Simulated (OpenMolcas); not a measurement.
**[NH3]+ (SMILES [NH3+]): a chain of runs**

We compute a single-point energy (ROHF/3-21G), then a single-point energy (CASSCF(3,3)/3-21G), then the energy (CASPT2(3,3)/3-21G), then the energy (SC-NEVPT2(3,3)/3-21G), then a single-point energy (MRCI(3,3)/3-21G) of [NH3]+. 

Program for the calculation: OpenMolcas 26.06.

1 further run of the same task is left out (set aside as unsound or not needed).

## Step 1: The molecule

[NH3]+ has 4 atoms, charge +1, and is taken as a doublet. As SMILES, `[NH3+]`. Geometry: relaxed at GFN2-xTB.

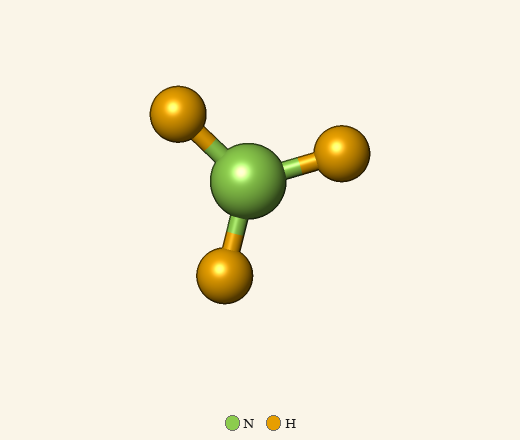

Viewed from a chosen angle; nitrogen green, hydrogen amber.

## Step 2: The energy at ROHF/3-21G (run 1)

The input, step1.input:

```
>>> EXPORT MOLCAS_PRINT=2
&GATEWAY
BasLib=$CurrDir
Coord
4
angstrom
N        0.000140      -0.000820      -0.000330
H        0.510700      -0.238750       0.859300
H       -0.995460      -0.239520      -0.089810
H        0.484620       0.479080      -0.769160
Basis=3-21G
Group=NoSym
&SEWARD
&SCF
UHF
Charge=1
Spin=2
Scramble=0.25
PrOrbitals=1 1
&RASSCF
FileOrb=$Project.UnaOrb
Spin=2
Nactel=1 0 0
Inactive=4
Ras2=1
OutOrbitals=Canonical
OrbListing=Nothing
```

The basis set 3-21G is read from a file made from the Basis Set Exchange's data (not shown).

On the command line:

```console
$ export MOLCAS_MEM=1860
$ pymolcas step1.input > step1.log
```

The program printed:

```text
--- Start Module: gateway ---
[...]
--- Stop Module: gateway /rc=_RC_ALL_IS_WELL_ ---
[...]
      Basis functions           15
[...]
--- Start Module: scf ---
[...]
       Convergence after  14 Iterations
[...]
::    Total SCF energy                                -55.5761021001
[...]
      Total spin, S                                     0.5050454564
[...]
--- Stop Module: scf /rc=_RC_ALL_IS_WELL_ ---
--- Start Module: rasscf ---
[...]
      Number of active orbitals                  1
[...]
      Spin quantum number                      0.5
[...]
      Active orbitals                            1
[...]
      Number of CSFs                             1
[...]
      Number of root(s) required                 1
[...]
      Convergence after  5 iterations
[...]
      printout of CI-coefficients larger than  0.05 for root  1
      energy=     -55.572844
      conf/sym  1     Coeff  Weight
             1  u   1.00000 1.00000
      Natural orbitals and occupation numbers for root  1
      sym 1:   1.000000
      ************************************************************************************************************************
      *                                                    Final results                                                     *
[...]
::    RASSCF root number  1 Total energy:    -55.57284365
[...]
      Total electronic charge=    9.000000
      Total            charge=    1.000000
[...]
      Dipole Moment (debye):
      Origin of the operator (angstrom)=    0.0001   -0.0006   -0.0003
                   X= -9.5890E-04               Y=  4.9607E-03               Z=  2.0915E-03           Total=  5.4683E-03
      Center of Charge (angstrom)
[...]
--- Stop Module: rasscf /rc=_RC_ALL_IS_WELL_ ---
[...]
```

Wall time 2.2 s (1 thread of Arm Neoverse V2, shared host); peak memory 0.37 GiB.

## Step 3: A single-point energy at CASSCF(3,3)/3-21G (run 2)

The input, step2.input:

```
&GATEWAY
  BasLib=$CurrDir
  Coord
  4
  angstrom
  N        0.000140      -0.000820      -0.000330
  H        0.510700      -0.238750       0.859300
  H       -0.995460      -0.239520      -0.089810
  H        0.484620       0.479080      -0.769160
  Basis=3-21G
  Group=NoSym

&SEWARD

&RASSCF
  FileOrb=$CurrDir/step1.RasOrb
  Spin=2
  Nactel=3 0 0
  Inactive=3
  Ras2=3
  OrbListing=Nothing
```

The basis set 3-21G is read from a file made from the Basis Set Exchange's data (not shown).

On the command line:

```console
$ export MOLCAS_MEM=1860
$ pymolcas step2.input > step2.log
```

The program printed:

```text
--- Start Module: gateway ---
[...]
--- Stop Module: gateway /rc=_RC_ALL_IS_WELL_ ---
--- Start Module: seward ---
[...]
      Basis functions           15
--- Stop Module: seward /rc=_RC_ALL_IS_WELL_ ---
--- Start Module: rasscf ---
[...]
      Number of active orbitals                  3
[...]
      Spin quantum number                      0.5
[...]
      Active orbitals                            3
[...]
      Number of CSFs                             8
[...]
      Number of root(s) required                 1
[...]
      Convergence after 15 iterations
[...]
      printout of CI-coefficients larger than  0.05 for root  1
      energy=     -55.591936
      conf/sym  111     Coeff  Weight
             1  2u0   0.99497 0.98997
             8  0u2   0.08960 0.00803
      Natural orbitals and occupation numbers for root  1
      sym 1:   1.981940   1.000000   0.018060
      ************************************************************************************************************************
      *                                                    Final results                                                     *
[...]
::    RASSCF root number  1 Total energy:    -55.59193621
[...]
      Total electronic charge=    9.000000
      Total            charge=    1.000000
[...]
      Dipole Moment (debye):
      Origin of the operator (angstrom)=    0.0001   -0.0006   -0.0003
                   X= -3.8281E-02               Y= -3.2050E-02               Z=  6.1310E-02           Total=  7.9067E-02
      Center of Charge (angstrom)
[...]
--- Stop Module: rasscf /rc=_RC_ALL_IS_WELL_ ---
[...]
```

It took 1.8 s on 1 thread of Arm Neoverse V2, shared host; peak memory 0.36 GiB.

## Step 4: The energy at CASPT2(3,3)/3-21G (run 3)

The input, step3.input:

```
* H3N CASPT2

&gateway
 baslib = $CurrDir
 coord
 4
 angstrom
 N        0.000140      -0.000820      -0.000330
 H        0.510700      -0.238750       0.859300
 H       -0.995460      -0.239520      -0.089810
 H        0.484620       0.479080      -0.769160
 basis = 3-21G
 group = NoSym

&seward

&rasscf
 fileorb = $CurrDir/step2.RasOrb
 spin = 2
 nactel = 3 0 0
 inactive = 3
 ras2 = 3
 orblisting = Nothing

&caspt2
 imaginary = 0.1
 frozen = 1
```

The basis set 3-21G is read from a file made from the Basis Set Exchange's data (not shown).

On the command line:

```console
$ export MOLCAS_MEM=1860
$ pymolcas step3.input > step3.log
```

The program printed:

```text
--- Start Module: gateway ---
[...]
--- Stop Module: gateway /rc=_RC_ALL_IS_WELL_ ---
[...]
      Basis functions           15
[...]
--- Start Module: rasscf ---
[...]
      Number of active orbitals                  3
[...]
      Spin quantum number                      0.5
[...]
      Active orbitals                            3
[...]
      Number of CSFs                             8
[...]
      Number of root(s) required                 1
[...]
      Convergence after  4 iterations
[...]
      printout of CI-coefficients larger than  0.05 for root  1
      energy=     -55.591936
      conf/sym  111     Coeff  Weight
             1  2u0   0.99497 0.98997
             8  0u2   0.08960 0.00803
      Natural orbitals and occupation numbers for root  1
      sym 1:   1.981940   1.000000   0.018060
      ************************************************************************************************************************
      *                                                    Final results                                                     *
[...]
::    RASSCF root number  1 Total energy:    -55.59193621
[...]
      Total electronic charge=    9.000000
      Total            charge=    1.000000
[...]
      Dipole Moment (debye):
      Origin of the operator (angstrom)=    0.0001   -0.0006   -0.0003
                   X= -3.8274E-02               Y= -3.2044E-02               Z=  6.1301E-02           Total=  7.9054E-02
      Center of Charge (angstrom)
[...]
--- Stop Module: rasscf /rc=_RC_ALL_IS_WELL_ ---
--- Start Module: caspt2 ---
[...]
 ###    WARNING: User changed nr of frozen orbitals.                         ###
 ###############################################################################
[...]
      E2 (Variational):          -0.0752548026
      Total energy:             -55.6671910112
[...]
      Reference weight:           0.97838
[...]
::    CASPT2 Root  1     Total energy:    -55.66719101
[...]
--- Stop Module: caspt2 /rc=_RC_ALL_IS_WELL_ ---
[...]
```

It took 1.6 s on 1 thread of Arm Neoverse V2, shared host; peak memory 0.36 GiB.

## Step 5: A single-point energy at SC-NEVPT2(3,3)/3-21G (run 4)

The input, step4.input:

```
* H3N NEVPT2
>>> EXPORT MOLCAS_PRINT=2

&GATEWAY
  BasLib = $CurrDir
  Coord
  4
  angstrom
  N        0.000140      -0.000820      -0.000330
  H        0.510700      -0.238750       0.859300
  H       -0.995460      -0.239520      -0.089810
  H        0.484620       0.479080      -0.769160
  Basis = 3-21G
  Group = NoSym

&SEWARD

&RASSCF
  FileOrb = $CurrDir/step2.RasOrb
  Spin = 2
  Nactel = 3 0 0
  Inactive = 3
  Ras2 = 3
  OrbListing = Nothing

&CASPT2
  SC-NEVPT2
  Frozen = 1
```

The basis set 3-21G is read from a file made from the Basis Set Exchange's data (not shown).

On the command line:

```console
$ export MOLCAS_MEM=1860
$ pymolcas step4.input > step4.log
```

The program printed:

```text
--- Start Module: gateway ---
[...]
--- Stop Module: gateway /rc=_RC_ALL_IS_WELL_ ---
[...]
      Basis functions           15
[...]
--- Start Module: rasscf ---
[...]
      Number of active orbitals                  3
[...]
      Spin quantum number                      0.5
[...]
      Active orbitals                            3
[...]
      Number of CSFs                             8
[...]
      Number of root(s) required                 1
[...]
      Convergence after  4 iterations
[...]
      printout of CI-coefficients larger than  0.05 for root  1
      energy=     -55.591936
      conf/sym  111     Coeff  Weight
             1  2u0   0.99497 0.98997
             8  0u2   0.08960 0.00803
      Natural orbitals and occupation numbers for root  1
      sym 1:   1.981940   1.000000   0.018060
      ************************************************************************************************************************
      *                                                    Final results                                                     *
[...]
::    RASSCF root number  1 Total energy:    -55.59193621
[...]
      Total electronic charge=    9.000000
      Total            charge=    1.000000
[...]
      Dipole Moment (debye):
      Origin of the operator (angstrom)=    0.0001   -0.0006   -0.0003
                   X= -3.8274E-02               Y= -3.2044E-02               Z=  6.1301E-02           Total=  7.9054E-02
      Center of Charge (angstrom)
[...]
--- Stop Module: rasscf /rc=_RC_ALL_IS_WELL_ ---
--- Start Module: caspt2 ---
[...]
 ###    WARNING: User changed nr of frozen orbitals.                         ###
 ###############################################################################
[...]
      E2 (Variational):          -0.0757445140
[...]
      E2 (Variational):          -0.0752462681
      Total energy:             -55.6671824767
[...]
      Reference weight:           0.97849
[...]
::    SC-NEVPT2 Root  1     Total energy:    -55.66718248
[...]
--- Stop Module: caspt2 /rc=_RC_ALL_IS_WELL_ ---
[...]
```

Run time: 1.7 s. Hardware: 1 thread of Arm Neoverse V2, shared host; peak memory 0.37 GiB.

## Step 6: The energy at MRCI(3,3)/3-21G (run 5)

The input, step5.inp:

```
>>> EXPORT MOLCAS_PRINT=2
&gateway
baslib = $CurrDir
coord
4
angstrom
N        0.000140      -0.000820      -0.000330
H        0.510700      -0.238750       0.859300
H       -0.995460      -0.239520      -0.089810
H        0.484620       0.479080      -0.769160
basis = 3-21G
group = NoSym
&seward
&rasscf
fileorb = $CurrDir/step2.RasOrb
spin = 2
nactel = 3 0 0
inactive = 3
ras2 = 3
orblisting = Nothing
&motra
lumorb
frozen = 1
&guga
electrons = 7
spin = 2
inactive = 2
active = 3
ciall = 1
&mrci
sdci
```

The basis set 3-21G is read from a file made from the Basis Set Exchange's data (not shown).

On the command line:

```console
$ export MOLCAS_MEM=1860
$ pymolcas step5.inp > step5.log
```

The program printed:

```text
--- Start Module: gateway ---
[...]
--- Stop Module: gateway /rc=_RC_ALL_IS_WELL_ ---
[...]
      Basis functions           15
[...]
      Number of active orbitals                  3
[...]
      Spin quantum number                      0.5
[...]
      Active orbitals                            3
[...]
      Number of CSFs                             8
[...]
      Number of root(s) required                 1
[...]
      Convergence after  4 iterations
[...]
      printout of CI-coefficients larger than  0.05 for root  1
      energy=     -55.591936
      conf/sym  111     Coeff  Weight
             1  2u0   0.99497 0.98997
             8  0u2   0.08960 0.00803
      Natural orbitals and occupation numbers for root  1
      sym 1:   1.981940   1.000000   0.018060
      ************************************************************************************************************************
      *                                                    Final results                                                     *
[...]
::    RASSCF root number  1 Total energy:    -55.59193621
[...]
      Dipole Moment (debye):
      Origin of the operator (angstrom)=    0.0001   -0.0006   -0.0003
                   X= -3.8274E-02               Y= -3.2044E-02               Z=  6.1301E-02           Total=  7.9054E-02
      Center of Charge (angstrom)
[...]
      *** WARNING: Default frozen orbitals is overwritten by user input.
      *** Default values:   1
[...]
--- Start Module: guga ---
[...]
--- Stop Module: guga /rc=_RC_ALL_IS_WELL_ ---
--- Start Module: mrci ---
[...]
       (But an ACPF correction will be computed)
       USE THE DEFAULT ACPF G-VALUE GFAC=  0.28571428571428570
[...]
                      CI ENERGY:   -55.67835009
[...]
                ACPF CORRECTION:    -0.00201547
[...]
      Total electronic charge=    9.000000
      Total            charge=    1.000000
[...]
     ACPF CORRECTION:     -0.00201547
[...]
  CI State   1     Total energy:    -55.67835009     QDav:     -0.00284824     QACPF:     -0.00201547
[...]
--- Stop Module: mrci /rc=_RC_ALL_IS_WELL_ ---
[...]
```

Wall time 1.7 s (1 thread of Arm Neoverse V2, shared host); peak memory 0.37 GiB.

## Step 7: Outcome

```
                       quantity                                                                value
run 1, ROHF/3-21G: total energy                                                         -55.57284 Eh
       run 2, CASSCF(3,3)/3-21G  no result (a known fault or a wrong state: its values are left out)
       run 3, CASPT2(3,3)/3-21G  no result (a known fault or a wrong state: its values are left out)
    run 4, SC-NEVPT2(3,3)/3-21G  no result (a known fault or a wrong state: its values are left out)
         run 5, MRCI(3,3)/3-21G  no result (a known fault or a wrong state: its values are left out)
```

In words: 4 of the 5 runs ended normally but are set aside, since settings or state are in doubt.
